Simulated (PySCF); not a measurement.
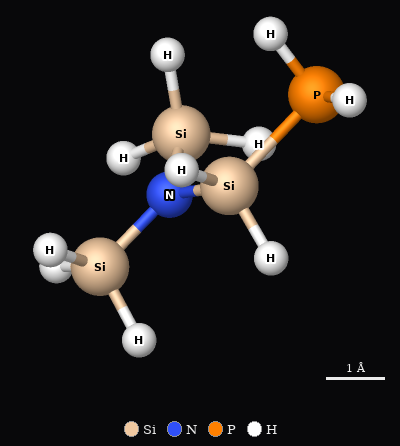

The structure as given in the input (ball-and-stick view, seen at a tilt). Bond lengths as drawn: H–P 1.38 Å, H–Si 1.46 to 1.47 Å, N–Si 1.74 to 1.75 Å and P–Si 2.23 Å.

# Run report: Si3PNH10, NMR shielding calculation

Si3PNH10, SMILES [SiH3]N([SiH3])[SiH2]P, computed with GIAO PBE0/pcSseg-1 NMR shielding, non-relativistic, gas phase (PySCF 2.14.0).

The geometry comes from this level: GFN2-xTB. It belongs to a series of runs on one base structure; here: PBE0/pcSseg-1; guess sap. Figures and captions count atoms from 1; the log counts them from 0 in places.

Log
```
final grid: 112416 points
cycle   1  E = -1258.2890685312  dE =  9.810e+00  |g| = 4.176e+00  |ddm| = 2.476e+01
cycle   2  E = -1208.4258553515  dE =  4.986e+01  |g| = 1.585e+01  |ddm| = 2.923e+01
cycle   3  E = -1236.0209489681  dE = -2.760e+01  |g| = 1.042e+01  |ddm| = 1.255e+01
cycle   4  E = -1248.4346674906  dE = -1.241e+01  |g| = 8.357e+00  |ddm| = 4.071e+00
cycle   5  E = -1254.5004911387  dE = -6.066e+00  |g| = 7.105e+00  |ddm| = 3.267e+00
cycle   6  E = -1257.8624858961  dE = -3.362e+00  |g| = 6.240e+00  |ddm| = 2.961e+00
cycle   7  E = -1263.3510300856  dE = -5.489e+00  |g| = 4.898e+00  |ddm| = 4.112e+00
cycle   8  E = -1266.0081010177  dE = -2.657e+00  |g| = 3.600e+00  |ddm| = 2.438e+00
cycle   9  E = -1269.2668012076  dE = -3.259e+00  |g| = 1.677e+00  |ddm| = 3.993e+00
cycle  10  E = -1268.9663678420  dE =  3.004e-01  |g| = 1.940e+00  |ddm| = 4.617e+00
cycle  11  E = -1269.9838425108  dE = -1.017e+00  |g| = 3.836e-01  |ddm| = 3.504e+00
cycle  12  E = -1270.0117969896  dE = -2.795e-02  |g| = 1.158e-01  |ddm| = 3.373e-01
cycle  13  E = -1270.0161355355  dE = -4.339e-03  |g| = 2.418e-02  |ddm| = 1.986e-01
cycle  14  E = -1270.0163076497  dE = -1.721e-04  |g| = 4.813e-03  |ddm| = 3.752e-02
cycle  15  E = -1270.0163134686  dE = -5.819e-06  |g| = 1.263e-03  |ddm| = 7.425e-03
cycle  16  E = -1270.0163138805  dE = -4.119e-07  |g| = 2.343e-04  |ddm| = 1.851e-03
cycle  17  E = -1270.0163138899  dE = -9.424e-09  |g| = 2.943e-05  |ddm| = 3.129e-04
cycle  18  E = -1270.0163138902  dE = -2.719e-10  |g| = 1.247e-05  |ddm| = 7.281e-05
converged SCF energy = -1270.0163138902

GIAO shielding tensors (ppm)
atom      isotropic    diamagn.    paramagn.     s11        s22        s33       span
  0 Si     390.601     880.069    -489.468    340.811    356.207    474.785    133.974
  1 N      279.757     332.307     -52.550    262.428    286.001    290.841     28.413
  2 Si     393.923     880.263    -486.340    348.616    371.533    461.621    113.005
  3 Si     377.739     881.508    -503.769    324.908    358.816    449.494    124.586
  4 P      619.869     968.358    -348.489    553.280    613.492    692.837    139.556
  5 H       26.904      29.676      -2.772     23.218     25.827     31.668      8.450
  6 H       26.926      29.447      -2.521     23.289     25.020     32.468      9.179
  7 H       26.917      29.313      -2.396     23.239     25.017     32.493      9.254
  8 H       27.036      30.095      -3.058     23.388     26.023     31.698      8.310
  9 H       26.443      29.626      -3.183     22.502     25.484     31.342      8.840
 10 H       27.022      30.415      -3.393     23.248     25.648     32.170      8.923
 11 H       26.116      30.568      -4.452     21.793     25.436     31.120      9.327
 12 H       26.542      30.345      -3.803     22.526     25.516     31.583      9.057
 13 H       30.657      29.811       0.846     25.426     26.632     39.913     14.487
 14 H       30.206      31.157      -0.951     24.956     27.683     37.979     13.023
```

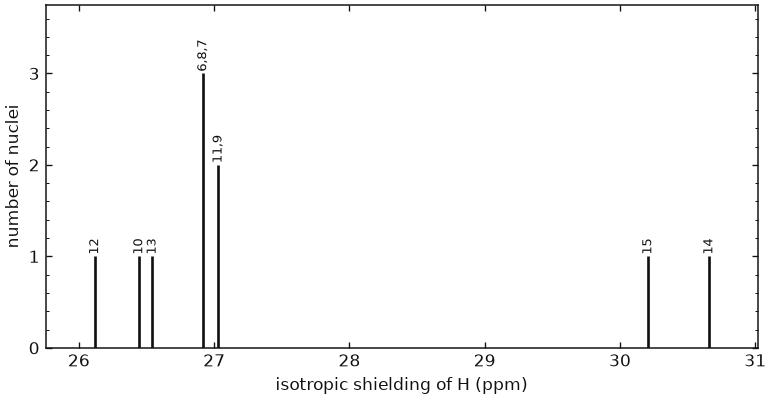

Isotropic shieldings of the hydrogen nuclei in this fixed geometry, labelled by atom number; shielding grows to the right, so chemical shift grows to the left. The least shielded is H12 (26.1 ppm), the most shielded H14 (30.7 ppm).

The run was set up as follows.

The input
```
{"job": {"kind": "nmr", "xc": "PBE0", "basis": "pcSseg-1", "pop": true, "scf": {"guess": "sap"}}, "charge": 0, "multiplicity": 1}
Si    -1.880675    -1.173333    -0.244313
N     -0.550581    -0.061307    -0.041709
Si    -0.736770     1.601373     0.475476
Si     1.018555    -0.708122    -0.405335
P      2.547232     0.899699    -0.169424
H     -3.106282    -0.456841     0.084354
H     -1.672786    -2.310508     0.654001
H     -1.882183    -1.638312    -1.631940
H     -2.167897     1.818744     0.662144
H     -0.199614     2.488664    -0.556268
H     -0.021601     1.772902     1.744427
H      1.262107    -1.866710     0.466587
H      1.064028    -1.155977    -1.803686
H      3.611608     0.065072    -0.449419
H      2.710444     0.732647     1.193196
```

The first line tells a small driver script what to run in PySCF; the rest is the geometry in Å.

Command:
```bash
OMP_NUM_THREADS=1 python <driver script> task.json out
```

Key numbers

| quantity | value |
| --- | --- |
| outcome | converged |
| total energy | −1270.016314 hartree |
| HOMO | −7.46 eV |
| LUMO | −0.38 eV |
| dipole moment | 0.73 D |
| isotropic shielding, Si | 377.7 to 393.9 ppm |
| isotropic shielding, N | 279.8 ppm |
| isotropic shielding, P | 619.9 ppm |
| isotropic shielding, H | 26.1 to 30.7 ppm |
| hardware | 1 CPU thread, shared host |
| wall time | 48 s |
| peak memory | 0.72 GiB |

Settings chosen away from the usual ones: PBE0/pcSseg-1; guess sap.
